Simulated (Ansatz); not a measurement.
```xyz
7

Sn   -0.0455   -0.0292   -0.1461
Cl   -0.0443   -0.0438    2.2002
O     1.7952   -0.0143   -0.8535
H     2.2502   -0.8556   -0.6880
Cl   -1.0582    1.9174   -0.9368
Cl   -1.1994   -1.9286   -0.8985
H     0.0448    0.0020    5.2858
```

Core potentials replace the inner electrons of Sn.

Theory: Ansatz, UKS B3LYP/def2-SVP.

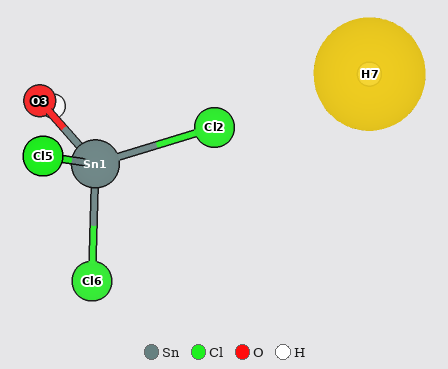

Cl3HOSn···H (doublet). Isosurface of the spin density (α minus β) at +0.04 e/Å³ (yellow), seen at an oblique angle.

Where is the unpaired spin?

Answer. The unpaired spin (1 electron) lies mostly on H7 (about 1.0), in electrons by Hirshfeld's partition.
